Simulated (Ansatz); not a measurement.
CH$_{5}$AlMg: several calculations on one system

### Relaxation

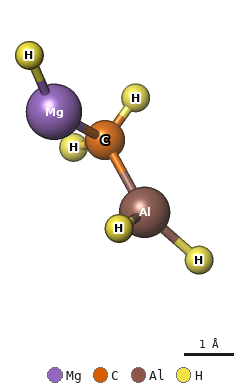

CH$_{5}$AlMg, before the relaxation. The picture is a ball-and-stick view, seen from a free direction.

All numbers below come from RKS PBE0-D4/def2-TZVP in Ansatz.

Input
```yaml
crystal:
  periodic: [false, false, false]
  atoms:
    - {symbol: Mg, position_ang: [-1.062470, 0.683970, -1.124160]}
    - {symbol: C, position_ang: [0.139850, 0.704040, 0.656880]}
    - {symbol: Al, position_ang: [0.909740, -1.015260, 0.271610]}
    - {symbol: H, position_ang: [-2.515510, 0.933440, -1.900080]}
    - {symbol: H, position_ang: [-0.611790, 0.755610, 1.462930]}
    - {symbol: H, position_ang: [0.780370, 1.591910, 0.739300]}
    - {symbol: H, position_ang: [0.566020, -1.641440, -1.180980]}
    - {symbol: H, position_ang: [1.793790, -2.012280, 1.074500]}
basis:
  gaussian: {orbitals: def2-TZVP}
hamiltonian: {xc: pbe0, dispersion: d4}
relax: {f_tol: 0.005, max_steps: 200}
```

Q: Predict the outcome.

A: The energy falls by 42.4 kJ/mol in 17 geometry steps. The largest force component goes from 0.67 to 0.0017 eV/Å. H7 moves most after the best rigid fit: 1.67 Å. Largest moves by element: H 1.67 Å, Mg 0.63 Å, C 0.26 Å, Al 0.16 Å. Among the contacts that change: Mg1–C2 2.149 → 2.087 Å, Al3–H8 1.556 → 1.594 Å, Mg1–H4 1.666 → 1.704 Å, Al3–H7 1.619 → 1.594 Å. Bond angles that change, for instance: C2–Mg1–H4 150.8° → 178.1°, Mg1–C2–Al3 92.8° → 115.9°, C2–Al3–H8 134.2° → 120.5°. Groups turn about C2–Al3 by about 85°. The run took roughly 80 core-seconds on a shared host.

Step by step:

| step | E − E(0), kJ/mol | largest force component, eV/Å |
| --- | --- | --- |
| 0 | 0.00 | 0.6674 |
| 1 | -12.95 | 0.4851 |
| 2 | -19.14 | 0.3689 |
| 3 | -21.14 | 0.2393 |
| 4 | -21.48 | 1.1490 |
| 5 | -27.05 | 0.2843 |
| 6 | -30.72 | 0.1672 |
| 7 | -33.86 | 0.1079 |
| 8 | -36.19 | 0.3225 |
| 9 | -38.70 | 0.2466 |
| 10 | -40.39 | 0.1521 |
| 11 | -41.36 | 0.2076 |
| 12 | -42.25 | 0.0488 |
| 13 | -42.36 | 0.0629 |
| 14 | -42.39 | 0.0442 |
| 15 | -42.41 | 0.0240 |
| 16 | -42.41 | 0.0015 |
| 17 | -42.41 | 0.0017 |

The structure at the end:

```xyz
8

Mg   -1.5622    0.8152   -0.7585
C     0.1460    0.5907    0.4190
Al    1.0620   -1.0713    0.2459
H    -2.9636    1.0490   -1.6987
H    -0.2412    0.7642    1.4316
H     0.7563    1.4512    0.1149
H     2.1657   -1.2728   -0.8870
H     0.6369   -2.3262    1.1328
```

The end point in the same view:

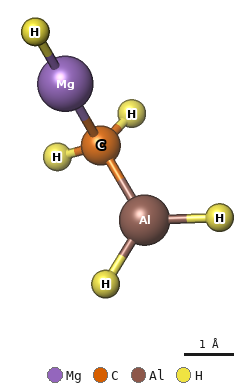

### Relaxation

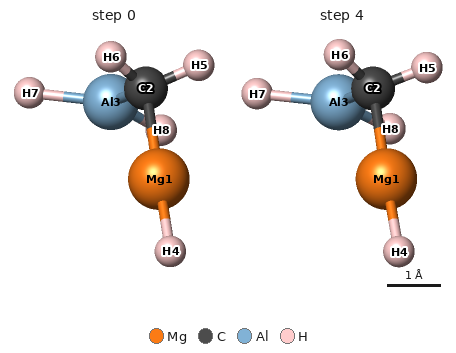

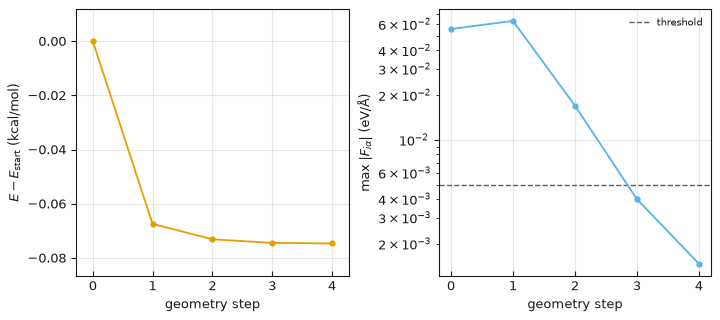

First and last geometry of a constrained relaxation of CH5AlMg, with the history of the run. Style: ball-and-stick. Shown from a free direction.

Computed with RKS PBE0-D4/def2-TZVP in Ansatz.

The input:
```yaml
crystal:
  periodic: [false, false, false]
  atoms:
    - {symbol: Mg, position_ang: [-1.584845, 0.809884, -0.716029]}
    - {symbol: C, position_ang: [0.179045, 0.607411, 0.380619]}
    - {symbol: Al, position_ang: [1.053448, -1.080210, 0.243738]}
    - {symbol: H, position_ang: [-3.029551, 1.026879, -1.592472]}
    - {symbol: H, position_ang: [-0.150499, 0.838751, 1.402007]}
    - {symbol: H, position_ang: [0.788312, 1.438648, 0.002178]}
    - {symbol: H, position_ang: [2.257370, -1.287122, -0.780881]}
    - {symbol: H, position_ang: [0.501613, -2.345036, 1.042371]}
basis:
  gaussian: {orbitals: def2-TZVP}
hamiltonian: {xc: pbe0, dispersion: d4}
relax: {f_tol: 0.005, max_steps: 200, constraints: [{sites: [0, 1, 2, 6]}]}
```

Did the run converge, and what did it change?

Answer. It converged. The atom that moves furthest after the best rigid fit is H5 (0.043 Å). By element the largest moves are H 0.043 Å, C 0.017 Å, Mg 0.010 Å, Al 0.009 Å. Among the angles between lasting bonds that change: Mg1–C2–H6 102.4° → 104.5°. Over 4 geometry steps the energy falls by 0.07 kcal/mol. The largest force component goes from 0.056 to 0.0015 eV/Å. The run took of the order of 24 core-seconds on a shared host.

### Scan

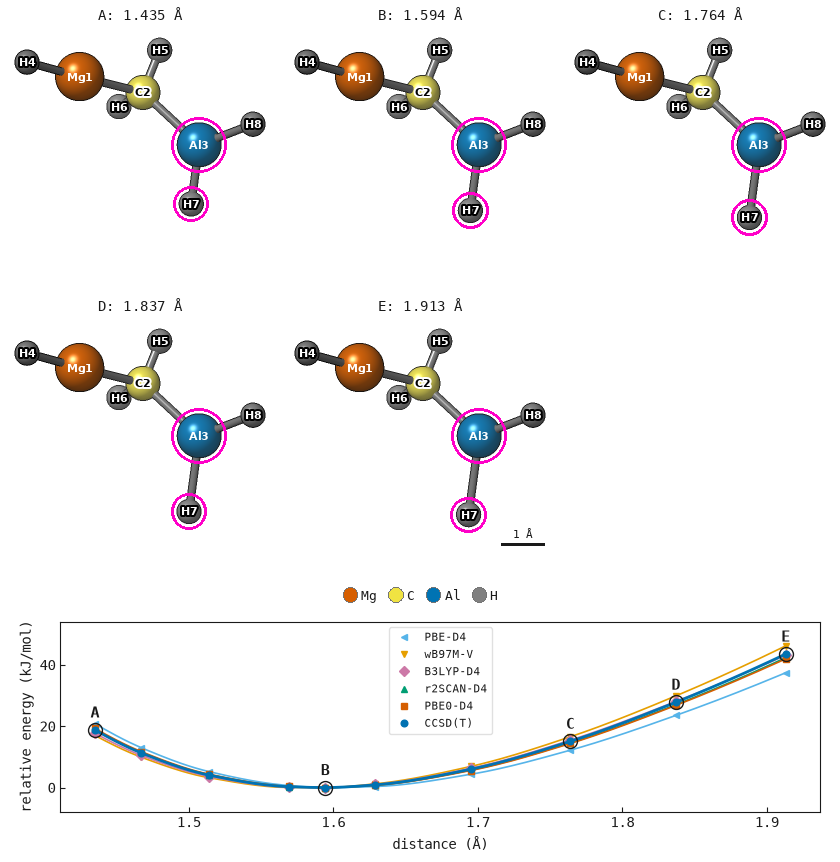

CH₅AlMg: the Al3–H7 distance is varied, with the rest of the molecule carried along rigidly. The lettered frames are marked on the plot, at the values of CCSD(T). The picture is a ball-and-stick view, seen from a free direction. The ringed atoms are those of the scanned coordinate.

Computed with Ansatz: CCSD(T), PBE0-D4, r2SCAN-D4, B3LYP-D4, wB97M-V, PBE-D4, basis def2-TZVPP, on geometries moved rigidly from the minimum at PBE0-D4/def2-TZVP. Coupled cluster with a frozen core. Energies are counted from the PBE0-D4/def2-TZVP minimum geometry at the same level.

### Read off the main features of the energy profile.

With CCSD(T): of the computed points the lowest is at the distance 1.594 Å, 0.0 kJ/mol. The end points stand at 18.8 kJ/mol (1.435 Å) and 43.5 kJ/mol (1.913 Å). The curvature at the lowest point is about 13 eV/Å² (2.1 mdyn/Å). The well is steeper on the short side, as for any bond. At 1.913 Å the levels give PBE-D4 37.4 kJ/mol, PBE0-D4 41.9 kJ/mol, r2SCAN-D4 42.3 kJ/mol, B3LYP-D4 43.1 kJ/mol, CCSD(T) 43.5 kJ/mol, wB97M-V 46.2 kJ/mol. Closest to CCSD(T) there is B3LYP-D4.

The computed points:

Energies in kJ/mol.

```csv
distance (Å),CCSD(T),PBE0-D4,r2SCAN-D4,B3LYP-D4,wB97M-V,PBE-D4
1.435,18.8,19.3,18.9,17.7,17.0,20.8
1.467,11.3,11.7,11.5,10.5,9.9,13.0
1.514,4.0,4.3,4.2,3.6,3.2,5.2
1.569,0.3,0.4,0.3,0.2,0.0,0.7
1.594,0.0,0.0,0.0,0.0,0.0,0.0
1.629,0.9,0.7,0.8,1.0,1.2,0.3
1.695,6.0,5.6,5.7,6.3,6.9,4.3
1.764,15.1,14.4,14.5,15.4,16.5,12.2
1.837,27.8,26.8,27.0,28.1,29.9,23.5
1.913,43.5,41.9,42.3,43.1,46.2,37.4
```

### Scan

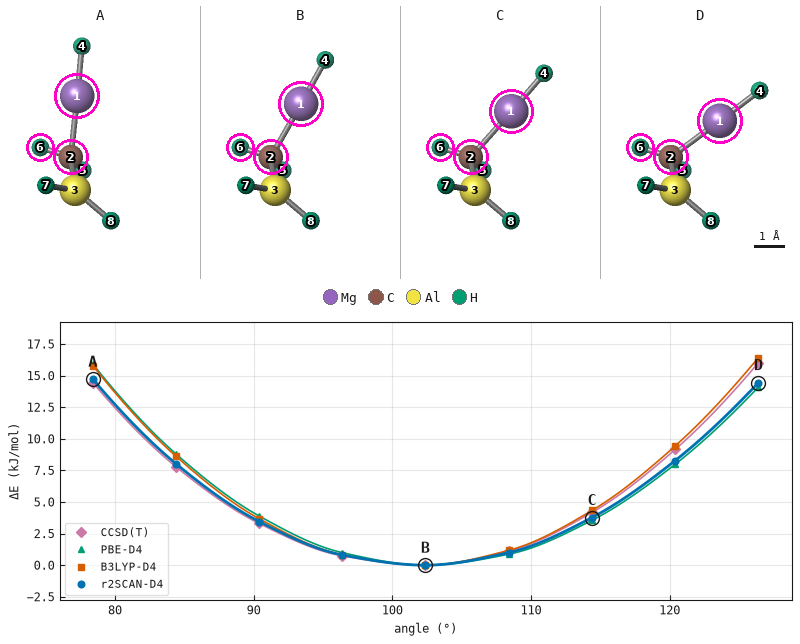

A scan of CH$_{5}$AlMg: the Mg1–C2–H6 angle is varied, with the rest of the molecule carried along rigidly. The lettered frames are marked on the plot, at the values of r2SCAN-D4. Style: ball-and-stick. Shown onto the plane of the angle. The ringed atoms are those of the scanned coordinate.

Computed with Ansatz: r2SCAN-D4, B3LYP-D4, PBE-D4, CCSD(T), basis def2-TZVPP, on geometries moved rigidly from the minimum at PBE0-D4/def2-TZVP. Coupled cluster with a frozen core. Energies are counted from the PBE0-D4/def2-TZVP minimum geometry at the same level.

What does the scan show?

With r2SCAN-D4: the lowest computed point lies at the angle 102.4° (0.0 kJ/mol). At the ends of the scan the energy is 14.7 kJ/mol (78.4°) and 14.4 kJ/mol (126.4°). The curvature at the lowest point is about 1.7 eV/rad². At 78.4° the levels give CCSD(T) 14.5 kJ/mol, r2SCAN-D4 14.7 kJ/mol, B3LYP-D4 15.8 kJ/mol, PBE-D4 15.9 kJ/mol. Closest to CCSD(T) there is r2SCAN-D4.

The computed points:

Energies in kJ/mol.

```csv
angle (°),r2SCAN-D4,B3LYP-D4,PBE-D4,CCSD(T)
78.4,14.7,15.8,15.9,14.5
84.4,8.0,8.6,8.8,7.8
90.4,3.5,3.7,3.9,3.3
96.4,0.8,0.8,1.0,0.7
102.4,0.0,0.0,0.0,0.0
108.4,1.0,1.2,0.9,1.1
114.4,3.8,4.3,3.6,4.2
120.4,8.3,9.4,8.0,9.2
126.4,14.4,16.4,14.1,16.0
```
